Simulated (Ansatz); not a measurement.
# CH₂BBrZn (SMILES C=[B][Zn][Br]): what the fields show

The calculation's input:

```
crystal:
  periodic: [false, false, false]
  atoms:
    - symbol: C
      position_ang: [1.593000, 0.467191, 1.145075]
    - symbol: B
      position_ang: [2.104231, 0.315488, -0.143870]
    - symbol: Br
      position_ang: [3.650542, -0.142537, -4.042695]
    - symbol: Zn
      position_ang: [2.831732, 0.099953, -1.978170]
    - symbol: H
      position_ang: [1.770917, -0.264505, 1.943288]
    - symbol: H
      position_ang: [0.980578, 1.327971, 1.442053]
basis:
  gaussian:
    orbitals: def2-TZVPD
hamiltonian:
  xc: {name: PBE0}
output: {forces: true, orbitals: {seedname: orbitals}}
```

Run with:

```sh
ansatz run input.yaml --threads 1 --pin off --max-ram 2610MiB --events-out events.jsonl --progress --plain --runs-dir runs
```

Geometry: r2SCAN-D4/def2-SVP.

Computed with isolated molecule in a Gaussian basis; Kohn-Sham density functional theory, functional PBE0 (Ansatz 0.2.0).

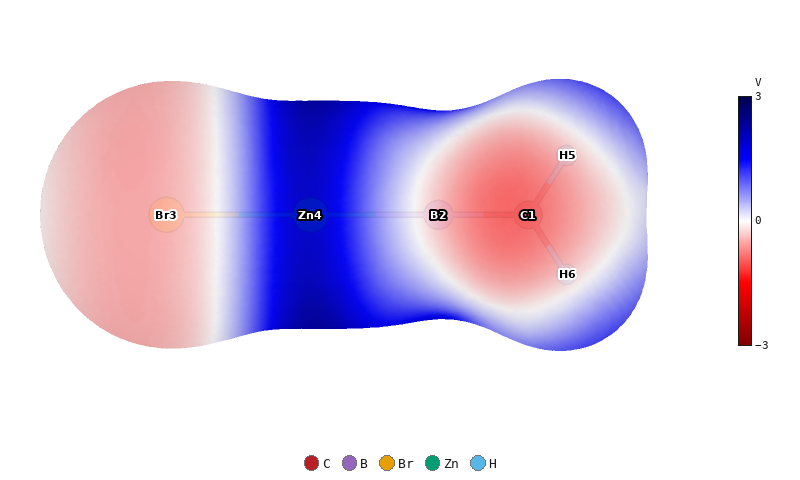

Figure 1. The molecular electrostatic potential painted on the density surface at 0.002 e/bohr³, seen across its widest extent; the colour scale runs from red (negative) to blue (positive).

Which sites attract a positive test charge, and which a negative one?

A positive charge is drawn to the negative regions and a negative charge to the positive ones. The most negative region (about −0.9 V) lies over the π face of C1, the most positive (about +2.2 V) over Zn4.

How polar is the molecule by this calculation?

Its dipole moment is 1.47 D.

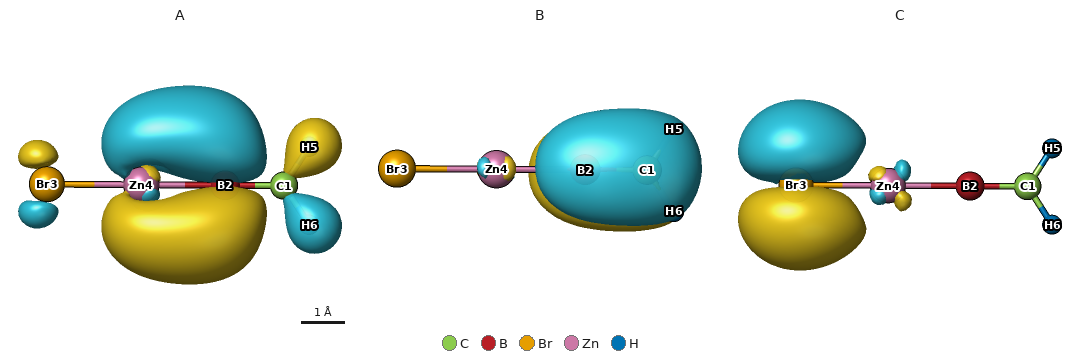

Figure 2. Three frontier orbitals at ±0.08 Å⁻³ᐟ² (yellow and cyan are the two phases), in no order.

Order the three orbitals by energy and name them.

C is the HOMO−1 (−8.47 eV). It lies mainly on Br3 (about 90 %) and Zn4 (about 10 %); it is symmetric in the molecular plane (an in-plane orbital: σ, lone-pair or in-plane π type); largely a lone pair of Br3. B is the HOMO (−6.92 eV). By Hirshfeld shares it lies mainly on C1 (about 50 %) and B2 (about 35 %); it changes sign across the molecular plane (π type); π-bonding across C1–B2. A is the LUMO (−2.56 eV). Its weight (Hirshfeld) is mainly on B2 (about 50 %), Zn4 (about 35 %) and C1 (about 10 %); it is symmetric in the molecular plane (an in-plane orbital: σ, lone-pair or in-plane π type).

What is the HOMO–LUMO gap?

4.36 eV between the orbital energies.

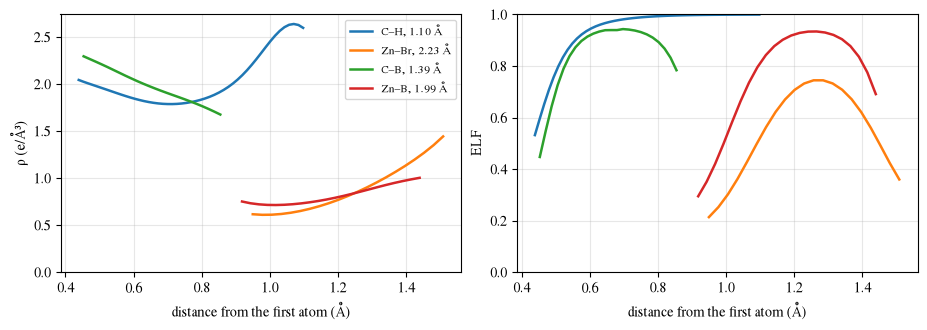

Figure 3. Electron density and electron localisation function along straight lines between neighbouring atoms. The curves leave out the atomic cores.

Compare the contacts.

C–H (1.10 Å): ρ at the midpoint is about 1.9 e/Å³; the ELF climbs to about 1 towards the hydrogen, as it does in any bond to H: a covalent bond by its length.
Zn–Br (2.23 Å): ρ at the midpoint is about 0.67 e/Å³; the ELF peaks at about 0.75 in the valence shell of Br, 1.0 Å from its nucleus, and is about 0.55 at the midpoint.
C–B (1.39 Å): ρ is about 1.9 e/Å³ halfway; the ELF peaks at about 0.95 between the atoms; a covalent bond.
Zn–B (1.99 Å): ρ at the midpoint is about 0.71 e/Å³; the ELF peaks at about 0.95 in the valence shell of B, 0.7 Å from its nucleus, and is about 0.50 at the midpoint.

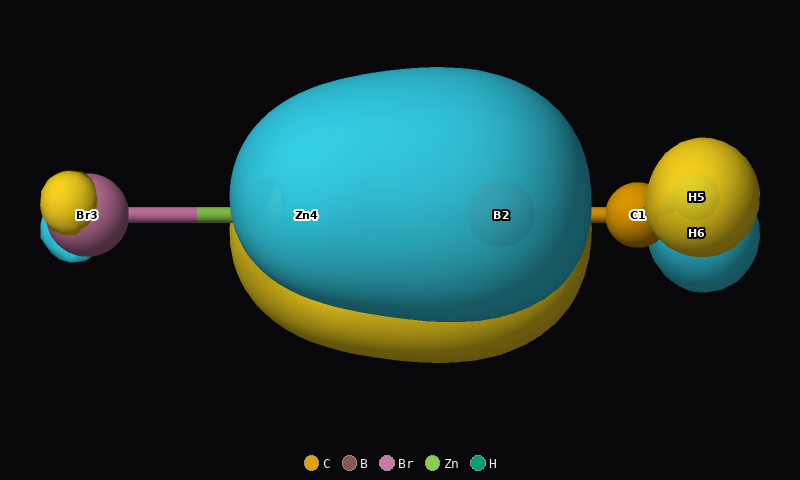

Figure 4. The LUMO at ±0.1 Å⁻³ᐟ² (yellow and cyan are the two phases), seen from one side.

What is the character of this orbital?

It lies mainly on B2 (about 50 %), Zn4 (about 35 %) and C1 (about 10 %); it is symmetric in the molecular plane (an in-plane orbital: σ, lone-pair or in-plane π type). Its energy is −2.56 eV.
